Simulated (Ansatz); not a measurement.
**FGaH4N2···HCl: density, localisation and related maps**

```yaml
atoms:
  - { symbol: Ga, position_ang: [0.0211, 0.6072, -0.5981] }
  - { symbol: Cl, position_ang: [0.0164, 0.2354, 2.8232] }
  - { symbol: N, position_ang: [1.6345, -0.0536, -1.0565] }
  - { symbol: H, position_ang: [1.7815, -0.9259, -1.5220] }
  - { symbol: H, position_ang: [2.4933, 0.3333, -0.7207] }
  - { symbol: N, position_ang: [-1.6085, 0.0030, -1.0762] }
  - { symbol: H, position_ang: [-1.7834, -0.8735, -1.5240] }
  - { symbol: H, position_ang: [-2.4573, 0.4374, -0.7743] }
  - { symbol: F, position_ang: [0.0391, 2.0960, 0.2852] }
  - { symbol: H, position_ang: [0.0197, 1.4518, 2.3031] }
```

Not at a stationary point (largest force 1.4 eV/Å).

The calculation used Ansatz, RHF/def2-SVP.

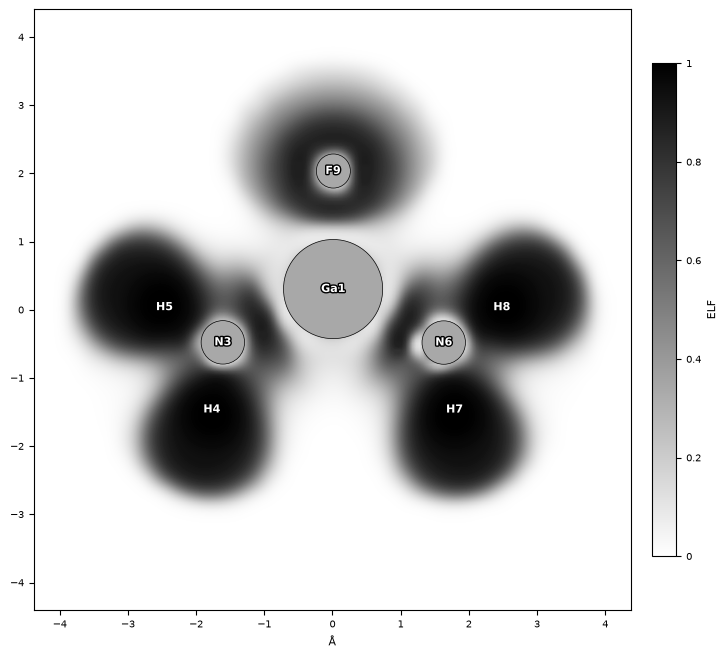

Figure 1. ELF on the plane of atoms N6, Ga1 and F9. Grey discs cover the atomic cores.

What does the map show?

The plane passes through Ga, N, H and F nuclei.
Ga–F (1.73 Å): the ELF peaks at about 0.85 in the valence shell of F, 0.5 Å from its nucleus, and is about 0.15 at the midpoint.
Ga–N (1.80 Å): the ELF peaks at about 0.85 in the valence shell of N, 0.6 Å from its nucleus, and is about 0.35 at the midpoint.
N–H (1.00 Å): the ELF climbs to about 1 towards the hydrogen, as it does in any bond to H (an ordinary covalent bond to hydrogen).
The ELF also peaks beside F9, away from the bonds: lone-pair regions.

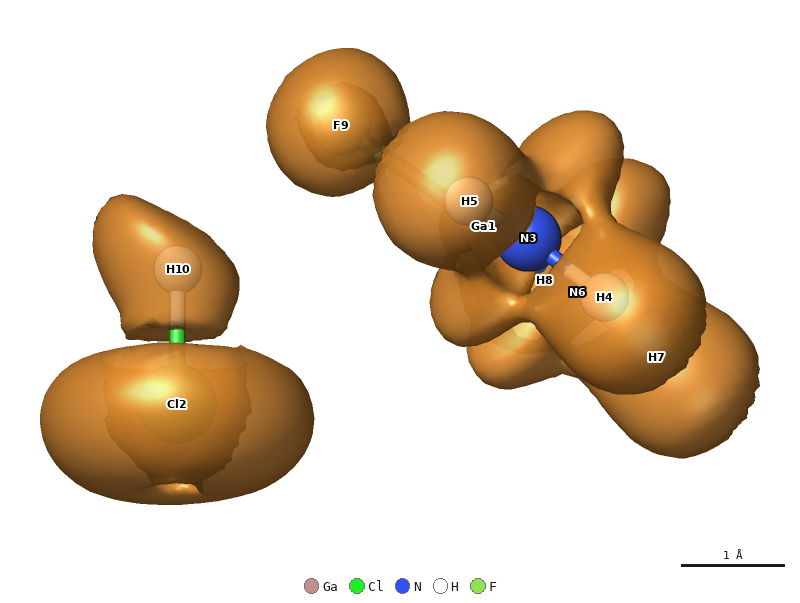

Figure 2. Isosurface of the electron localisation function at 0.8 (orange), seen from one side. Core shells and regions of very low density are left out.

Where are the electrons localised?

The ELF exceeds this value in one region around a hydrogen nucleus, one ring or bowl of non-bonding electrons around Cl, one region wrapped around F (its valence shell) and two joined regions spread over several atoms (H, N), in which their bonds and any lone pairs are merged. Along the contacts the grid gives the following. F9···H10 (2.12 Å): the ELF dips to about 0.05 between them.

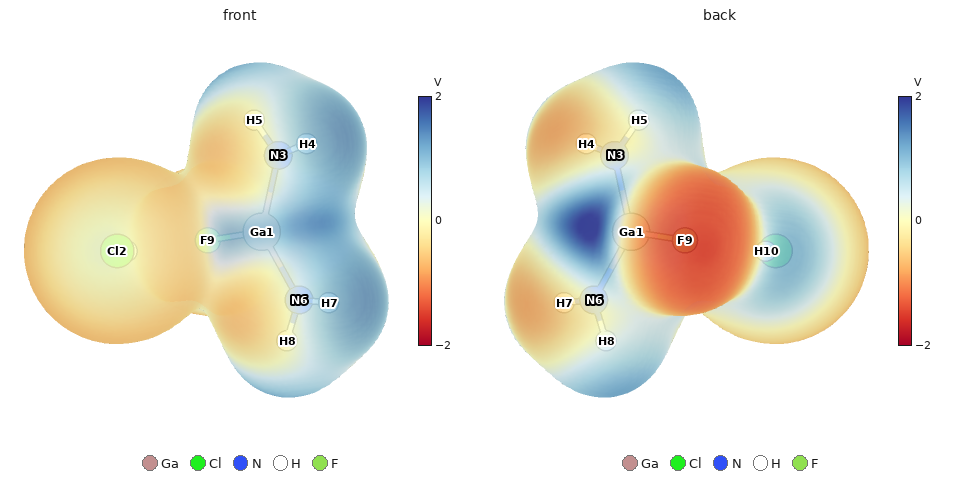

Figure 3. The electrostatic potential painted on the density surface at 0.001 e/bohr³, seen from the front and from behind; red is negative and blue positive.

Where is the surface potential most negative and most positive?

The most negative region (about −1.5 V) lies over F9, the most positive (about +1.8 V) over Ga1.
